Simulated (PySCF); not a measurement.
## Core-level calculation, with input and output: C4H5FOSi

The run: core-level calculation of C4H5FOSi. Method and program: delta-SCF UKS PBE0, pcX-2 on the ionised atom, pcseg-1 elsewhere, spin-free X2C (PySCF 2.14.0).

Figures and captions count atoms from 1; the log counts them from 0 in places.

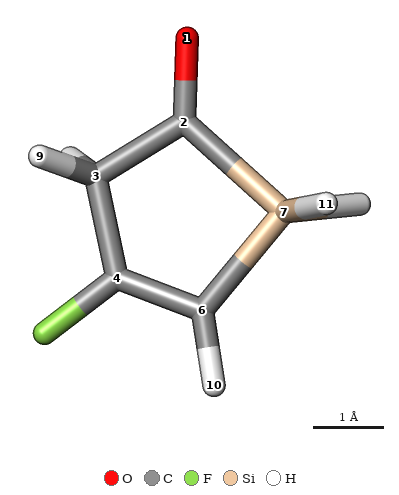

Fig. 1: The input geometry (stick view, seen at a tilt; atoms are numbered from 1 in the order of the input). Bond lengths as drawn: C–C 1.34 to 1.53 Å, C–F 1.33 Å, C–H 1.09 to 1.10 Å, C–O 1.20 Å, C–Si 1.86 to 1.95 Å and H–Si 1.49 Å.

### Input
```
{"job": {"kind": "xps", "xc": "PBE0"}, "charge": 0, "multiplicity": 1}
O      0.088547    -2.337863     0.996401
C      0.070775    -1.224031     0.542790
C     -1.174406    -0.598601    -0.090477
C     -0.811364     0.756620    -0.602653
F     -1.802649     1.396119    -1.214266
C      0.413264     1.284862    -0.457559
Si     1.510208     0.088135     0.442619
H     -1.983391    -0.538505     0.659377
H     -1.553391    -1.247032    -0.900131
H      0.625511     2.279511    -0.855406
H      2.689666    -0.409657    -0.325293
H      1.966390     0.531263     1.793788
```

The first line tells a small driver script what to run in PySCF; the rest is the geometry in Å.

Machine: 1 CPU thread, shared host.

Run as:
```bash
OMP_NUM_THREADS=1 python <driver script> task.json out
```

### What the program printed
```
ground state, core basis on atom 0 (O), 158 functions
  cycle   1  E = -620.03312594  |g| = 8.85e-01
  cycle   2  E = -619.50055679  |g| = 1.86e+00
  cycle   3  E = -620.18121712  |g| = 1.83e-01
  cycle   4  E = -620.18714401  |g| = 8.58e-02
  cycle   5  E = -620.18847008  |g| = 2.70e-02
  cycle   6  E = -620.18865089  |g| = 7.39e-03
  cycle   7  E = -620.18866111  |g| = 2.38e-03
  cycle   8  E = -620.18866305  |g| = 7.48e-04
  cycle   9  E = -620.18866355  |g| = 1.02e-04
  E(ground) = -620.18842679 Eh
hole in O 1s of atom 0
  cycle   1  E = -599.59993578  |g| = 2.23e+00
[... 10 cycles left out ...]
  E(ion) = -600.43509838 Eh   <S^2> = 0.7610   hole on atom = 1.000   binding energy = 537.515 eV
ground state, core basis on atom 1 (C), 158 functions
[... 5 cycles left out ...]
  E(ground) = -620.16629898 Eh
hole in C 1s of atom 1
[... 13 cycles left out ...]
  E(ion) = -609.40325295 Eh   <S^2> = 0.8079   hole on atom = 1.000   binding energy = 292.877 eV
ground state, core basis on atom 2 (C), 158 functions
[... 6 cycles left out ...]
  E(ground) = -620.16213688 Eh
hole in C 1s of atom 2
[... 11 cycles left out ...]
  E(ion) = -609.46569458 Eh   <S^2> = 0.7634   hole on atom = 1.000   binding energy = 291.065 eV
ground state, core basis on atom 3 (C), 158 functions
[... 6 cycles left out ...]
  E(ground) = -620.16771853 Eh
hole in C 1s of atom 3
[... 12 cycles left out ...]
  E(ion) = -609.40157802 Eh   <S^2> = 0.8022   hole on atom = 1.000   binding energy = 292.962 eV
ground state, core basis on atom 4 (F), 158 functions
[... 6 cycles left out ...]
  E(ground) = -620.21188259 Eh
hole in F 1s of atom 4
[... 10 cycles left out ...]
  E(ion) = -594.76572020 Eh   <S^2> = 0.7557   hole on atom = 1.000   binding energy = 692.425 eV
ground state, core basis on atom 5 (C), 158 functions
[... 6 cycles left out ...]
  E(ground) = -620.16275541 Eh
hole in C 1s of atom 5
[... 11 cycles left out ...]
  E(ion) = -609.51050272 Eh   <S^2> = 0.7730   hole on atom = 1.000   binding energy = 289.863 eV
ground state, core basis on atom 6 (Si), 169 functions
[... 7 cycles left out ...]
  E(ground) = -620.22656959 Eh
hole in Si 1s of atom 6
[... 10 cycles left out ...]
  cycle  11  E = -552.43964416  |g| = 1.40e-04
  E(ion) = -552.43955858 Eh   <S^2> = 0.7521   hole on atom = 1.000   binding energy = 1844.579 eV
hole in Si 2p of atom 6
  cycle   1  E = -615.96599610  |g| = 1.23e+00
  cycle   2  E = -615.84320969  |g| = 1.10e+00
  cycle   3  E = -616.19757838  |g| = 4.78e-01
  cycle   4  E = -616.28972773  |g| = 1.48e-01
  cycle   5  E = -616.29642817  |g| = 6.13e-02
  cycle   6  E = -616.29821606  |g| = 1.98e-02
  cycle   7  E = -616.29839711  |g| = 4.86e-03
  cycle   8  E = -616.29840977  |g| = 1.08e-03
  cycle   9  E = -616.29841105  |g| = 4.76e-04
  E(ion) = -616.29831246 Eh   <S^2> = 0.7545   hole on atom = 1.002   binding energy = 106.893 eV
  2p3/2 = 106.665 eV   2p1/2 = 107.281 eV
```

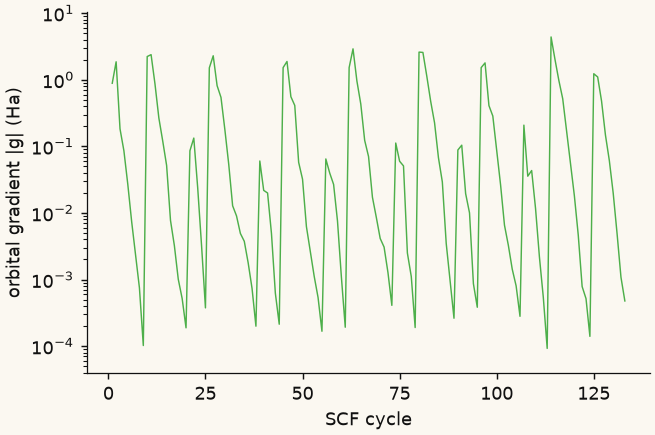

Fig. 2: Convergence of the self-consistent field: orbital gradient |g| against the SCF cycle. All cycles printed in the log are drawn one after another.

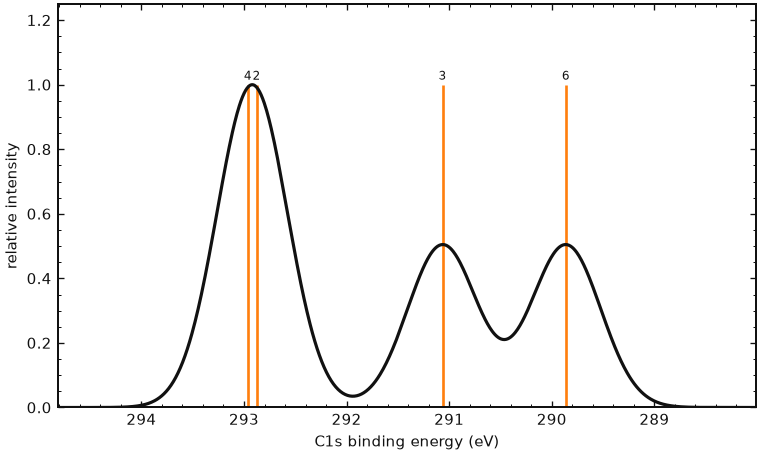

Fig. 3: C1s binding energies by ΔSCF of the atoms computed, labelled by atom number, with a Gaussian envelope of 0.8 eV full width. They run from 289.86 eV (atom 6) to 292.96 eV (atom 4).

### Key numbers

| quantity | value |
| --- | --- |
| outcome | converged |
| wall time | 80 s |
| peak memory | 0.83 GiB |
